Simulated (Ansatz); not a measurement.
## Calibrating MP2/def2-SVP on B-containing molecules

The atomisation energy (no zero-point term) in kJ/mol of 7 B-containing molecules: x at MP2/def2-SVP, y at CCSD(T)/CBS estimate. Shapes, held fixed at every level: PBE0-D4/def2-TZVP. Flexible molecules stand in one conformer, not always the lowest. Programs: Ansatz 0.2.0.

| molecule | x (kJ/mol) | y (kJ/mol) |
| --- | --- | --- |
| CH8BN (SMILES [BH3-][NH2+]C) | 3589 | 3767 |
| B3N3H6 (borazine) | 4973 | 5104 |
| C3H9BO (SMILES [BH3-][O+]=C(C)C) | 5186 | ? |
| C3H11BO (SMILES C[OH+][BH-](C)C) | 5722 | 5937 |
| P(BH3)(CH3)3 | 5801 | 6104 |
| B(CH3)3(OH2) | 5804 | 6019 |
| B(CH3)3(NH3) | 6094 | 6344 |

Problem. Fit y = c + s·x to the known rows and predict y for C3H9BO.

Solution. 
1. Means of the 6 rows: x = 5330.50, y = 5545.8.
2. Σ(Δx)² = 4342406, Σ(Δx·Δy) = 4504998, so the slope is 4504998/4342406 = 1.0374.
3. Intercept: 5545.8 − (1.0374) × 5330.50 = 15.9. The largest residual of the fit is 71.
4. C3H9BO: 15.9 + 1.0374 × 5186 = 5396 kJ/mol.

CCSD(T)/CBS estimate gives 5350 kJ/mol, so the prediction is off by +46 kJ/mol, within the largest residual. Uncorrected, MP2/def2-SVP misses it by -164 kJ/mol, and the other rows by 215 on average. The line overshoots: the miss goes from -164 to +46. Left out in turn, the other rows are missed by 72 kJ/mol on average. The CBS estimate extrapolates MP2 from def2-TZVPP and def2-QZVPP and adds CCSD(T) − MP2 in the triple-zeta set, cores frozen.

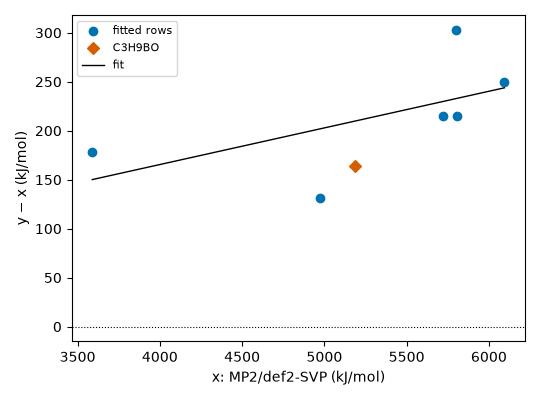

The correction y − x against x, with the fitted line and the withheld molecule.
